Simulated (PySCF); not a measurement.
# C$_{3}$H$_{10}$O$_{3}$Si, SMILES `CO[SiH](OC)OC`: electronic structure

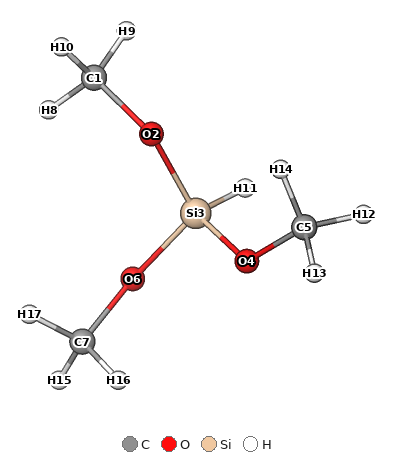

The molecule, with its atoms numbered as below. No frequency check shows the geometry to be a minimum.

Cartesian coordinates (Å):

```
C1       1.2439    2.2642   -0.2300
O2       0.1611    1.3810   -0.3011
Si3     -0.0541    0.0054    0.5476
O4      -1.3817   -0.6715   -0.0779
C5      -2.6360   -0.0837   -0.2770
O6       1.1595   -1.0593    0.4703
C7       1.5238   -1.9534   -0.5461
H8       2.1891    1.7234   -0.1498
H9       1.1416    2.9180    0.6393
H10      1.2454    2.8688   -1.1382
H11     -0.0940    0.2429    1.9811
H12     -3.1598    0.0170    0.6764
H13     -3.2092   -0.7366   -0.9365
H14     -2.5375    0.9025   -0.7323
H15      2.2699   -2.6351   -0.1350
H16      0.6574   -2.5223   -0.8862
H17      1.9528   -1.4185   -1.3973
```

## 1. Bonding charge

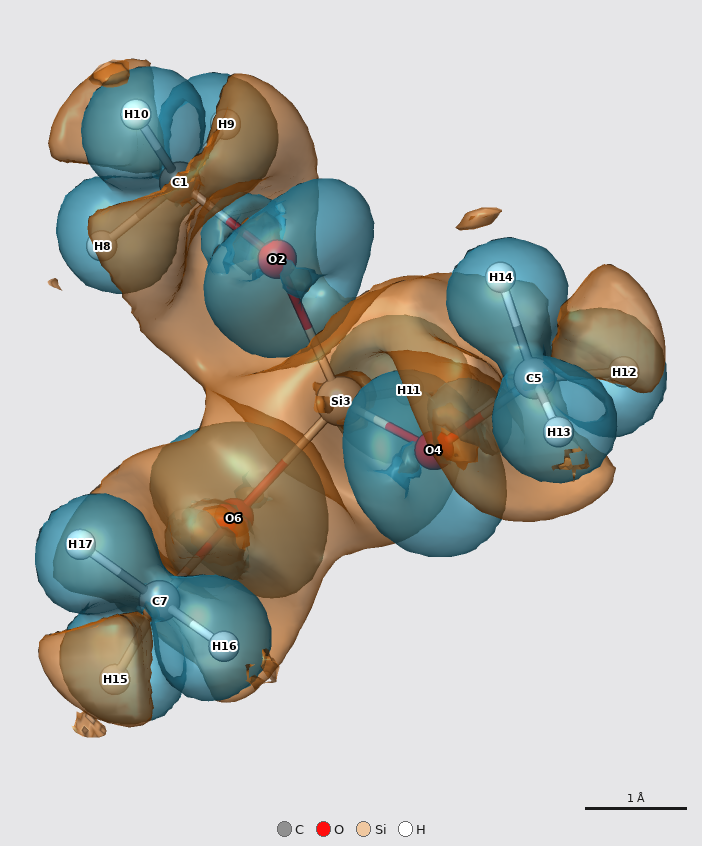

Deformation density (molecule less spherical, spin-averaged free atoms at the same positions), surfaces at ±0.04 e/Å³; light blue: gain, orange: loss.

Level of theory: B3LYP/6-311G** (PySCF), at a geometry from GFN2-xTB.

> How much density has each bond gained at its critical point, relative to the free atoms?

The five largest and four smallest: C5–H14: +0.74 e/Å³ at the bond critical point (bond length 1.09 Å, Mayer order 1.0). C7–H16: +0.74 e/Å³ at the bond critical point (bond length 1.09 Å, Mayer order 1.0). C5–H13: +0.74 e/Å³ at the bond critical point (bond length 1.09 Å, Mayer order 1.0). C7–H15: +0.74 e/Å³ at the bond critical point (bond length 1.09 Å, Mayer order 1.0). C1–H10: +0.74 e/Å³ at the bond critical point (bond length 1.09 Å, Mayer order 1.0). O2–Si3: +0.07 e/Å³ at the bond critical point (bond length 1.63 Å, Mayer order 1.0); up to 0.6 Å beside the axis the gain reaches +0.39 e/Å³. C1–O2: 0.00 e/Å³ at the bond critical point (bond length 1.40 Å, Mayer order 0.9); up to 0.6 Å beside the axis the gain reaches +0.27 e/Å³. O6–C7: −0.01 e/Å³ at the bond critical point (bond length 1.40 Å, Mayer order 0.9); up to 0.6 Å beside the axis the gain reaches +0.26 e/Å³. O4–C5: −0.01 e/Å³ at the bond critical point (bond length 1.40 Å, Mayer order 0.9); up to 0.6 Å beside the axis the gain reaches +0.26 e/Å³. In all, 4.0 electrons gather in the regions of gain relative to the promolecule. A small or negative value marks a very polar bond, one between electron-rich atoms, whose free-atom densities already overlap strongly, a long bond to a heavier atom, or a closed-shell contact such as a hydrogen bond.

## 2. Bond critical points

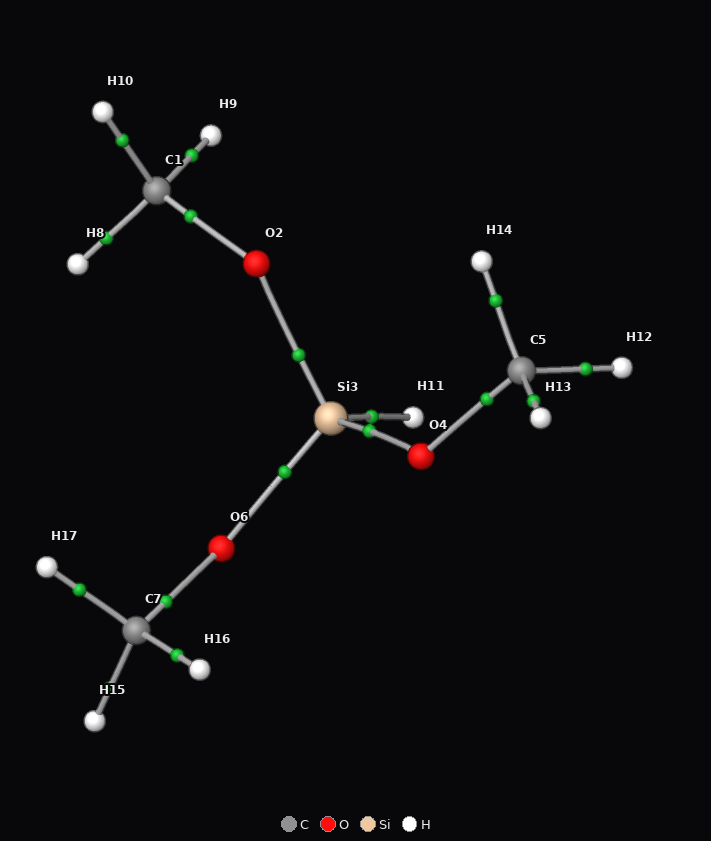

Molecular graph of the electron density (QTAIM): bond paths, bond critical points (green), ring points (magenta, if any); weak paths are dashed.

> How many critical points of each kind are there, and does the count close?

17 nuclei, 16 bond, 0 ring and 0 cage critical points: 17 − 16 + 0 − 0 = 1, as the Poincaré–Hopf relation requires.

> Tabulate density, Laplacian, ellipticity and energy density at the bond critical points (atomic units).

```
   bond  length (Å)  ρ (a.u.)  ∇²ρ (a.u.)     ε  H (a.u.)
 C5–H14       1.091     0.283       −0.97  0.04    −0.282
 C7–H16       1.091     0.283       −0.97  0.04    −0.281
 C5–H13       1.091     0.283       −0.98  0.04    −0.282
 C7–H15       1.091     0.283       −0.98  0.04    −0.281
 C1–H10       1.091     0.283       −0.98  0.04    −0.281
  C1–H8       1.092     0.282       −0.96  0.04    −0.280
  C1–H9       1.092     0.281       −0.96  0.04    −0.279
 C5–H12       1.092     0.281       −0.96  0.05    −0.279
 C7–H17       1.093     0.281       −0.96  0.05    −0.278
  C1–O2       1.399     0.255       −0.29  0.01    −0.342
  O4–C5       1.399     0.253       −0.27  0.00    −0.339
  O6–C7       1.402     0.252       −0.28  0.01    −0.337
 Si3–O4       1.616     0.141       +1.02  0.08    −0.041
 Si3–O6       1.616     0.141       +1.02  0.07    −0.040
 O2–Si3       1.631     0.137       +0.97  0.08    −0.040
Si3–H11       1.454     0.129       +0.26  0.01    −0.083
```

> What kind of interaction is C5–H13?

Shared-shell (covalent): ρ = 0.283, ∇²ρ = −0.98, H = −0.282 a.u.

## 3. Local ionisation energy

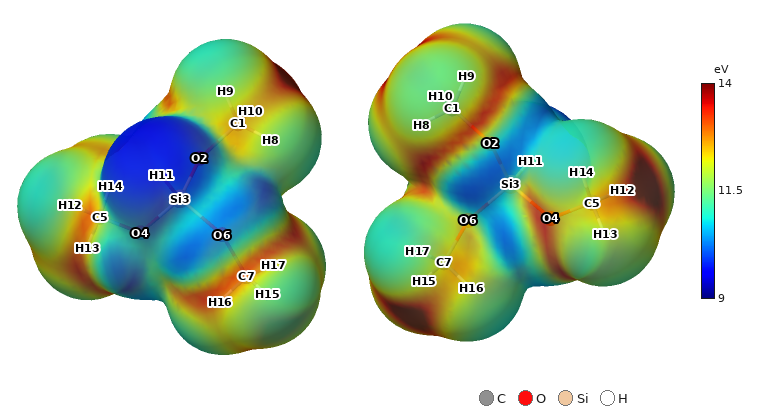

Average local ionisation energy on the surface of electron density 0.001 a.u. (back view left, front view right).

> Locate the minima of the map.

The lowest value is 9.5 eV, 1.5 Å from H11. Further minima include 10.0 eV, 1.9 Å from O2; 10.1 eV, 1.8 Å from O4; 10.1 eV, 1.8 Å from O6. For comparison, the highest occupied orbital lies at −7.8 eV.

> What volume does the surface enclose, and what is the dipole moment?

About 161 Å³; the dipole moment is 1.2 D.

## 4. Removing or adding an electron

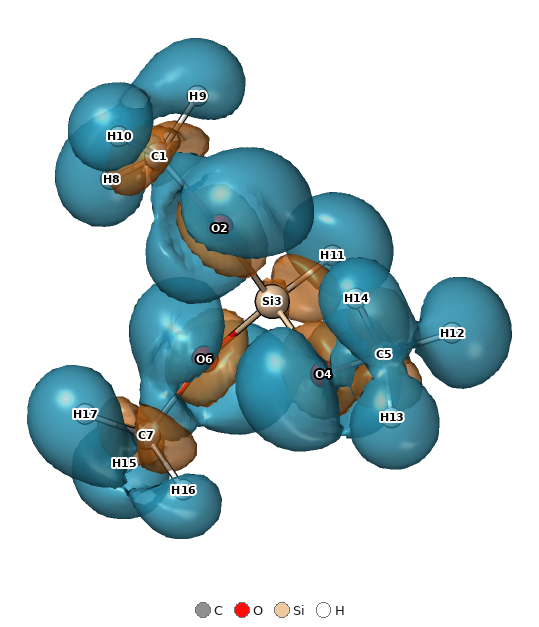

Fukui function f⁻ = ρ(N) − ρ(N−1) at fixed geometry, surfaces at ±0.01 e/Å³ (light blue positive, orange negative).

Computed with PySCF, TPSSh/6-31+G*, geometry: GFN2-xTB.

> Which atoms respond most to the removal of an electron?

f⁻ (Hirshfeld-condensed) is largest on O2 (0.12), O6 (0.12) and O4 (0.10); the vertical ionisation energy is 9.69 eV (the stability of the cation's solution wasn't checked). Condensed values hint at sites of electrophilic attack but needn't mark the atom that reacts. Shares this close don't rank the sites. Orbital relaxation makes it negative in places (0.21 e in all).

## 5. Localised orbitals

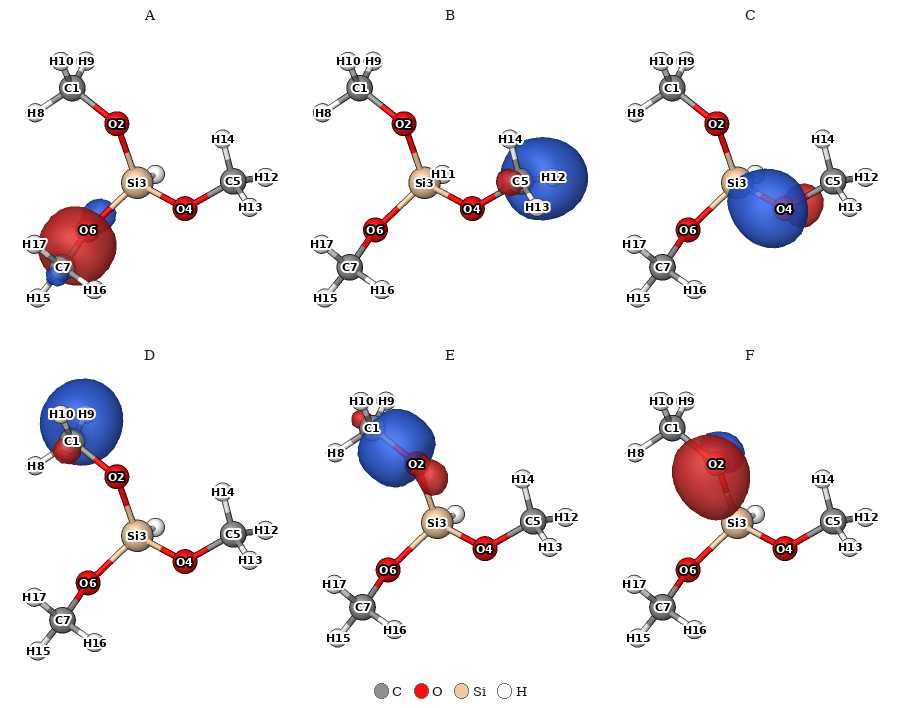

Foster–Boys orbitals, occupied; each surface holds about 85 % of the orbital's density. Energies are diagonal elements of the Fock matrix.

Level of theory: TPSS/def2-SVPD (PySCF), at a geometry from GFN2-xTB.

> Name the orbitals, with their atomic make-up and energies.

By panel:
- A: σ bond O6–C7 (O6 64 %, C7 36 %; −17.9 eV)
- B: σ bond C5–H12 (C5 55 %, H12 45 %; −12.1 eV)
- C: lone pair on O4 (sp3.2-type) (O4 91 %, Si3 6 %; −11.7 eV)
- D: σ bond C1–H9 (C1 55 %, H9 45 %; −12.1 eV)
- E: σ bond O2–C1 (O2 63 %, C1 36 %; −17.9 eV)
- F: lone pair on O2 (sp3.2-type) (O2 92 %, Si3 6 %; −11.5 eV)

The PySCF runs shown took 68 s, 16 min and 4.1 min on 1 thread of Arm Neoverse N1, on a shared host.
